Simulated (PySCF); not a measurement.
Molecule: SMILES S[SiH2]O. Atoms near the plane z = 0.6 Å, at the PBE0/def2-SVP optimised geometry (x, y, z in Å): O1 (1.1, -0.6, 0.0), Si2 (-0.6, -0.6, 0.0), S3 (-1.5, 1.3, 0.0), H5 (-1.0, -1.3, 1.3).

Level of theory: PBE0/def2-TZVP (PySCF). The values are rescaled to run from 0 to 1.

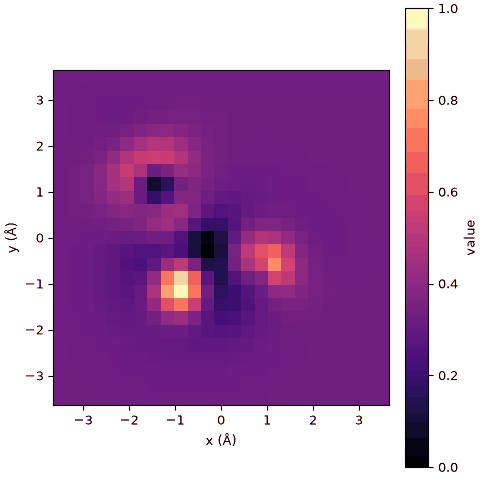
Fig. 1. a field on the plane z = 0.6 Å.

### Question
Which quantity is mapped?
A) log10 of the electron density
B) electrostatic potential
C) Laplacian of the electron density
D) deformation density (molecule minus spherical neutral atoms)

### Answer
D, deformation density (molecule minus spherical neutral atoms). In full: deformation density (molecule minus spherical neutral atoms) (e/bohr³).
